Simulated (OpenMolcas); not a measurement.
## CH₅OSi (charge −1): single-point calculation (part 1 of 2)

The run: single-point calculation of CH₅OSi, charge −1. Method and program: B2PLYP/def2-TZVP, RKS (OpenMolcas 26.06).

The geometry comes from this level: GFN2-xTB.

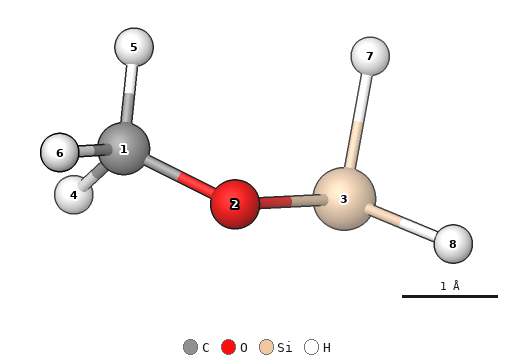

**Figure 1.** The structure (ball-and-stick view, seen at a tilt; atoms are numbered from 1 in the order of the input). Bond lengths as drawn: C–H 1.10 to 1.11 Å, C–O 1.34 Å, H–Si 1.50 to 1.53 Å and O–Si 1.75 Å.

Input:
```
&gateway
 baslib
 $CurrDir
 coord
 geom.xyz
 basis
 def2-TZVP
 group
 NoSym

&seward
 gridinput
 Grid=UltraFine
 End of Grid

&scf
 charge
 -1
 ksdft
 B2PLYP_SCF
 thresholds
 1e-10 1e-07 1e-07 1e-05
 prorbitals
 1 1

&mbpt2
 frozen
 7
```

File geom.xyz:
```
8

C     -0.497110     0.956740    -0.216970
O     -0.599520    -0.211900     0.434560
Si     0.471770    -1.456200    -0.179060
H     -0.757450     0.867050    -1.292030
H      0.528880     1.376040    -0.187260
H     -1.172130     1.709050     0.229470
H      1.807550    -0.853630     0.245430
H      0.218010    -2.387140     0.965870
```

Launch command:
```bash
export MOLCAS_MEM=1860
pymolcas calc.inp > calc.log
```

The program's output:
```
--- Start Module: gateway ---

                                              &GATEWAY

                       available to each process: 1.9 GB of memory, 1 thread

 Basis Set     1 Label: C.DEF2-TZVP
 Basis set is read from library:.
 basistype.tbl is not found

 Basis Set     2 Label: O.DEF2-TZVP
 Basis set is read from library:.
 basistype.tbl is not found

 Basis Set     3 Label: SI.DEF2-TZVP
 Basis set is read from library:.
 basistype.tbl is not found

 Basis Set     4 Label: H.DEF2-TZVP
 Basis set is read from library:.
 basistype.tbl is not found

++    Symmetry information:
      ---------------------

                    Character Table for C1

                             E
                    a        1  x, y, xy, Rz, z, xz, Ry, yz, Rx, I
--

++    Basis set information:
      ----------------------

      Basis set label: C.DEF2-TZVP.........

      Electronic valence basis set:
      ------------------
      Associated Effective Charge   6.000000 au
      Associated Actual Charge      6.000000 au
      Nuclear Model: Point charge

      Shell  nPrim  nBasis  Cartesian Spherical Contaminant
         s      11       5        X
         p       6       3        X
         d       2       2                 X
         f       1       1                 X

      Basis set label: O.DEF2-TZVP.........

      Electronic valence basis set:
      ------------------
      Associated Effective Charge   8.000000 au
      Associated Actual Charge      8.000000 au
      Nuclear Model: Point charge

      Shell  nPrim  nBasis  Cartesian Spherical Contaminant
         s      11       5        X
         p       6       3        X
         d       2       2                 X
         f       1       1                 X

      Basis set label: SI.DEF2-TZVP.........

      Electronic valence basis set:
      ------------------
      Associated Effective Charge  14.000000 au
      Associated Actual Charge     14.000000 au
      Nuclear Model: Point charge

      Shell  nPrim  nBasis  Cartesian Spherical Contaminant
         s      14       5        X
         p       9       5        X
         d       3       2                 X
         f       1       1                 X

      Basis set label: H.DEF2-TZVP.........

      Electronic valence basis set:
      ------------------
      Associated Effective Charge   1.000000 au
      Associated Actual Charge      1.000000 au
      Nuclear Model: Point charge

      Shell  nPrim  nBasis  Cartesian Spherical Contaminant
         s       5       3        X
         p       1       1        X
--

++    Molecular structure info:
      -------------------------

                    ************************************************
                    **** Cartesian Coordinates / bohr, angstrom ****
                    ************************************************

     Center  Label                x              y              z                     x              y              z
        1      C1              -0.939402       1.807977      -0.410014             -0.497110       0.956740      -0.216970
        2      O2              -1.132929      -0.400433       0.821199             -0.599520      -0.211900       0.434560
        3      SI3              0.891516      -2.751819      -0.338374              0.471770      -1.456200      -0.179060
        4      H4              -1.431373       1.638487      -2.441583             -0.757450       0.867050      -1.292030
        5      H5               0.999438       2.600339      -0.353870              0.528880       1.376040      -0.187260
        6      H6              -2.215005       3.229636       0.433635             -1.172130       1.709050       0.229470
        7      H7               3.415774      -1.613127       0.463795              1.807550      -0.853630       0.245430
        8      H8               0.411979      -4.511041       1.825230              0.218010      -2.387140       0.965870

                    ***************************************
                    *    InterNuclear Distances / bohr    *
                    ***************************************

               1 C1            2 O2            3 SI3           4 H4            5 H5            6 H6
    1 C1       0.000000
    2 O2       2.535826        0.000000
    3 SI3      4.914176        3.312402        0.000000
    4 H4       2.097149        3.859017        5.393894        0.000000
    5 H5       2.095254        3.864247        5.353268        3.345526        0.000000
    6 H6       2.088067        3.807689        6.784120        3.378271        3.368802        0.000000
    7 H7       5.606697        4.721129        2.883050        6.519897        4.925500        7.426907
    8 H8       6.837582        4.504655        2.829487        7.708458        7.460918        8.291903

               7 H7            8 H8
    7 H7       0.000000
    8 H8       4.390239        0.000000

                    *******************************************
                    *    InterNuclear Distances / angstrom    *
                    *******************************************

               1 C1            2 O2            3 SI3           4 H4            5 H5            6 H6
    1 C1       0.000000
    2 O2       1.341901        0.000000
    3 SI3      2.600470        1.752847        0.000000
    4 H4       1.109764        2.042104        2.854326        0.000000
    5 H5       1.108761        2.044872        2.832828        1.770376        0.000000
    6 H6       1.104957        2.014942        3.590002        1.787704        1.782693        0.000000
    7 H7       2.966936        2.498314        1.525644        3.450181        2.606462        3.930150
    8 H8       3.618292        2.383761        1.497300        4.079140        3.948148        4.387886

               7 H7            8 H8
    7 H7       0.000000
    8 H8       2.323214        0.000000

                    **************************************
                    *    Valence Bond Angles / degree    *
                    **************************************
                          Atom centers                 Phi
                      2 O2       1 C1       4 H4       112.46
                      2 O2       1 C1       5 H5       112.76
                      2 O2       1 C1       6 H6       110.50
                      4 H4       1 C1       5 H5       105.88
                      4 H4       1 C1       6 H6       107.64
                      5 H5       1 C1       6 H6       107.28
                      7 H7       3 SI3      8 H8       100.44
--

            Nuclear Potential Energy            109.16822654 au

--- Stop Module: gateway /rc=_RC_ALL_IS_WELL_ ---

--- Start Module: seward ---

                                              &SEWARD

                       available to each process: 1.9 GB of memory, 1 thread

               SEWARD will generate:
                  Multipole Moment integrals up to order  2
                  Kinetic Energy integrals
                  Nuclear Attraction integrals (point charge)
                  One-Electron Hamiltonian integrals
                  Velocity integrals
                  Orbital angular momentum around ( -0.0535  -0.9890  -0.0217 )
                  Velocity quadrupole around ( -0.0535  -0.9890  -0.0217 )
                  Two-Electron Repulsion integrals

                   Integrals are discarded if absolute value <: 1.00E-14
                   Integral cutoff threshold is set to       <: 1.00E-16

            Nuclear Potential Energy            109.16822654 au

      Basis set specifications :
      Symmetry species         a
      Basis functions          129

--- Stop Module: seward /rc=_RC_ALL_IS_WELL_ ---
--- Module seward spent 5 seconds ---

--- Start Module: scf ---

                                                &SCF

                       available to each process: 1.9 GB of memory, 1 thread

 ###############################################################################
 ###     Minimized-density-differences option turned off!                    ###
 ###############################################################################
++    Input section:
      --------------

      Header of the integral files:

      Cartesian coordinates in angstrom:
      -----------------------------------------------------
      No.  Label        X            Y            Z
      -----------------------------------------------------
       1   C1        -0.49711000   0.95674000  -0.21697000
       2   O2        -0.59952000  -0.21190000   0.43456000
       3   SI3        0.47177000  -1.45620000  -0.17906000
       4   H4        -0.75745000   0.86705000  -1.29203000
       5   H5         0.52888000   1.37604000  -0.18726000
       6   H6        -1.17213000   1.70905000   0.22947000
       7   H7         1.80755000  -0.85363000   0.24543000
       8   H8         0.21801000  -2.38714000   0.96587000
      -----------------------------------------------------
      Nuclear repulsion energy =  109.16822654
--

++    Orbital specifications:
      -----------------------

      Symmetry species               1
                                     a
      Frozen orbitals                0
      Aufbau                        17
      Start temperature = 0.500
      End temperature   = 0.010
      Temperature Factor= 0.460
      Deleted orbitals               0
      Total number of orbitals     129
      Number of basis functions    129
--

      Molecular charge                          -1.000

      Numerical integration parameters
      --------------------------------
      Radial quadrature type:                         MHL
      Size of radial grid:                            99
      Lebedev angular grid:                           41
      Angular grid pruned with the crowding factor:  1.00E+10
                                 and fading factor:  1.00E+01
      Screening threshold for integral computation:   1.00E-11
      Radial quadrature accuracy:                     1.00E-25
      Maximum batch size:                             128
      AO values are stored on disk
      The same grid will be used for all iterations.

      DFT functional specifications
      -----------------------------
      Using Libxc version: 6.2.2
      Please cite the following reference:
      S. Lehtola, C. Steigemann, M. J.T. Oliveira, and M. A.L. Marques.,  SoftwareX 7, 1–5 (2018) doi:10.1016/j.softx.2017.11.002

      * Becke 88
        - A. D. Becke.,  Phys. Rev. A 38, 3098 (1988) doi:10.1103/PhysRevA.38.3098
      * Lee, Yang & Parr
        - C. Lee, W. Yang, and R. G. Parr.,  Phys. Rev. B 37, 785 (1988) doi:10.1103/PhysRevB.37.785
        - B. Miehlich, A. Savin, H. Stoll, and H. Preuss.,  Chem. Phys. Lett. 157, 200 (1989) doi:10.1016/0009-2614(89)87234-3

++    Optimization specifications:
      ----------------------------

      SCF Algorithm: Conventional
      D(i)-D(i-1) density differences are used
      Number of density matrices in core                 5
      Maximum number of NDDO SCF iterations            400
      Maximum number of HF SCF iterations              400
      Threshold for SCF energy change             1.00E-10
      Threshold for density matrix                1.00E-07
      Threshold for Fock matrix                   1.00E-07
      Threshold for linear dependence             1.00E-09
      Threshold at which DIIS is turned on        1.50E-01
      Maximum depth in the DIIS procedure                5
      Maximum depth in the BFGS Hessian update          30
      Threshold at which QNR/C2DIIS is turned on  7.50E-02
      Threshold for Norm(delta) (QNR/C2DIIS)      1.00E-05
      All orbitals punched on: SCFORB
--

      Input vectors read from INPORB
      Orbital file label: *Guess orbitals

++ Convergence information
                                   B2PLYP_SCF iterations: Energy and convergence statistics

Iter     Tot. B2PLYP_SCF One-elec.       Two-elec.     Energy      Max Dij or  Max Fij      DNorm      TNorm      AccCon     Time
         Energy          Energy          Energy        Change      Delta Norm                                                in Sec.
   1  -400.697324949  -796.256961728   286.391410237   0.00E+00    9.13E-02*   2.80E+00*    7.38E+00   1.86E+02   None         3.
   2  -400.875978044  -787.158615864   277.114411277  -1.79E-01*   1.54E-01*   1.82E-01*    6.20E+01   1.82E+02   EDIIS        2.
   3  -403.894082984  -801.178920771   288.116611245  -3.02E+00*   6.59E-01*   3.42E-01*    2.47E+01   1.88E+02   EDIIS        2.
   4  -401.101107806  -792.617308459   282.347974111   2.79E+00*   9.09E-02*   1.81E-01*    1.41E+01   1.82E+02   EDIIS        2.
   5  -405.427648362  -801.591012838   286.995137934  -4.33E+00*   1.44E-01*   1.22E-01*    1.10E+01   1.87E+02   EDIIS        2.
   6  -405.455621055  -800.805879139   286.182031541  -2.80E-02*   3.73E-02*   5.91E-02*    1.07E+00   1.87E+02   EDIIS        2.
   7  -405.487875655  -801.143230694   286.487128497  -3.23E-02*   3.39E-02*   2.54E-02*    2.39E-01   1.87E+02   EDIIS        2.
   8  -405.487757006  -800.901495683   286.245512135   1.19E-04*   2.93E-03*   1.42E-02*    1.91E-01   1.87E+02   EDIIS        2.

       Fermi aufbau procedure completed!
      nOcc=   17
```
